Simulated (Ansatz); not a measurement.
**AlGaH (quartet): the correlation ladder at distance Al1–H3 = 1.764 Å, 6-31G**

How much of the correlation energy of AlGaH (quartet) does each wave-function method recover here?

Computed with Ansatz 0.2.0, Gaussian basis. Level: 6-31G, core rule «outside noble gas», up to 19 orbitals frozen.

To be run: UHF; CCSD(T) on ROHF; CCSD(T) on UHF; BCCD(T) on ROHF; CISD; CCSDT(Q) on ROHF; CCSDT(Q) on UHF; CASSCF and MRCISD+Q, 5 electrons in 5 orbitals; CASSCF and NEVPT2, 5 electrons in 5 orbitals; CASSCF and MRCISD+Q, 7 electrons in 9 orbitals; CASSCF and NEVPT2, 7 electrons in 9 orbitals; Full CI.

32 further runs of the same task are left out: 25 that didn't finish, 7 set aside as unsound or not needed.

**1. What is computed**

The geometry derives from a PBE0/def2-TZVP stationary point (not a proven minimum). One bond is set to the value named and the two fragments are kept rigid. No spin-orbit coupling is included. The filled d shell of Ga may be among the frozen orbitals whatever the setting's name suggests; the logs give the count.

3 atoms, charge 0, spin multiplicity 4.

Atoms are counted from 1 here; the program's logs count them from 0.

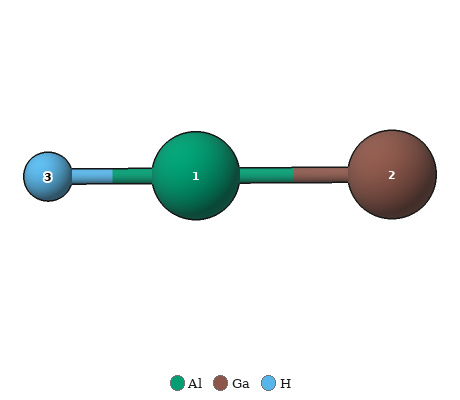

The geometry (aluminium teal, gallium brown, hydrogen blue); atoms are numbered from 1 in the order of the file.

Coordinates:

| atom | x (Å) | y (Å) | z (Å) |
| --- | --- | --- | --- |
| Al1 | 0.0000 | 0.0000 | 0.1932 |
| Ga2 | 0.0000 | 0.0000 | -2.1504 |
| H3 | 0.0000 | 0.0000 | 1.9572 |

**2. UHF**

in.yaml

```yaml
crystal:
  periodic: [false, false, false]
  atoms:
    - {symbol: Al, position_ang: [0.000000, 0.000000, 0.193200]}
    - {symbol: Ga, position_ang: [0.000000, 0.000000, -2.150400]}
    - {symbol: H, position_ang: [0.000000, 0.000000, 1.957200]}
basis:
  gaussian: {orbitals: 6-31G}
magnetization: {spin_polarized: true, initial_magnetization: 3}
hamiltonian: {xc: hf}
output: {orbitals: {seedname: orbitals}}
```

Command:

```console
$ ansatz run in.yaml --threads 1 --pin off --events-out ev --progress --plain --max-ram 2393MiB
```

After this run come: CCSD(T) on ROHF; CCSD(T) on UHF; BCCD(T) on ROHF; CISD; CCSDT(Q) on ROHF; CCSDT(Q) on UHF; CASSCF and MRCISD+Q, 5 electrons in 5 orbitals; CASSCF and NEVPT2, 5 electrons in 5 orbitals; CASSCF and MRCISD+Q, 7 electrons in 9 orbitals; CASSCF and NEVPT2, 7 electrons in 9 orbitals; Full CI.

Before running them: what should the planned runs give, taken together? Wanted: FCI below the RHF energy; RMP2 from FCI; UMP2 from FCI; RCCSD from FCI; RCCSD(T) from FCI; UCCSD(T) from FCI; RCCSDT(Q) from FCI; UCCSDT(Q) from FCI; NEVPT2 pair from FCI.

As calculated:

| quantity | value |
| --- | --- |
| FCI below the RHF energy | -2.1486 eV |
| RMP2 from FCI | +15.98 kcal/mol |
| UMP2 from FCI | +15.87 kcal/mol |
| RCCSD from FCI | +2.09 kcal/mol |
| RCCSD(T) from FCI | +0.74 kcal/mol |
| UCCSD(T) from FCI | +0.59 kcal/mol |
| RCCSDT(Q) from FCI | +0.05 kcal/mol |
| UCCSDT(Q) from FCI | -0.07 kcal/mol |
| NEVPT2 pair from FCI | +13.10 kcal/mol |
| MRCISD+Q pair from FCI | +0.42 kcal/mol |
| NEVPT2 valence from FCI | +3.35 kcal/mol |
| levels within 1 kcal/mol (43 meV) | RCCSD(T), UCCSD(T), BCCD(T), RCCSDT, UCCSDT, RCCSDT(Q), UCCSDT(Q), MRCISD+Q pair, MRCISD valence, MRCISD+Q valence |
| T1 diagnostic | 0.038 |
| effectively unpaired electrons | 3.05 |

RCCSD(T) misses by +0.74 kcal/mol, 1.5 % of the correlation energy. UCCSDT(Q) falls below full CI: unrestricted runs freeze a spin-polarised core, another one than full CI's, and coupled cluster isn't variational. One determinant dominates. Of the multireference levels listed MRCISD+Q valence comes nearest in total energy (+0.07 kcal/mol), which doesn't show that its space is the better one. These misses are within one basis, not against nature; the frozen cores of restricted and unrestricted runs differ, which can shift their rows.
